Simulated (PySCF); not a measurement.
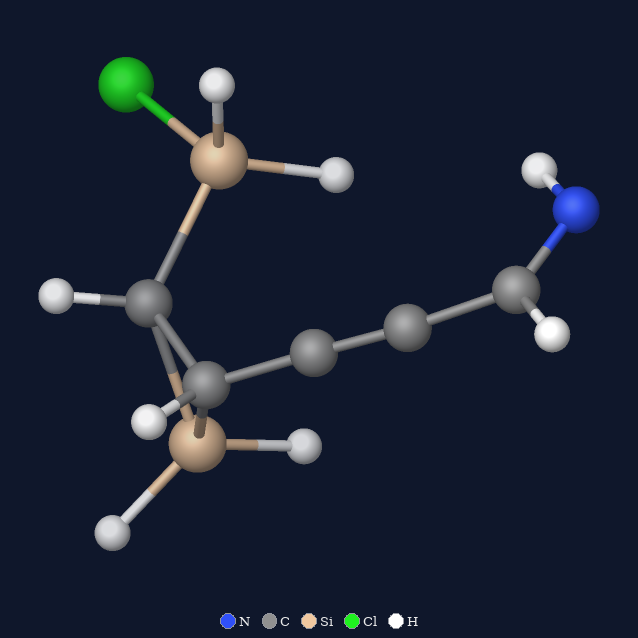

The geometry was computed by an optimisation with GFN2-xTB. No frequency run is at hand to confirm it as a minimum. Method: PBE0/pcSseg-1, gas phase (PySCF 2.14.0).

### Give the HOMO energy (Kohn–Sham orbital) at this level.

−6.94 eV.

### Estimate the LUMO energy (Kohn–Sham orbital).

−1.39 eV.

### What is the dipole moment?

3.97 D.

The geometry is semi-empirical. Around Si such bond lengths and angles can be off by a tenth of an ångström or more and by several degrees, and values that hang on the shape move with them.
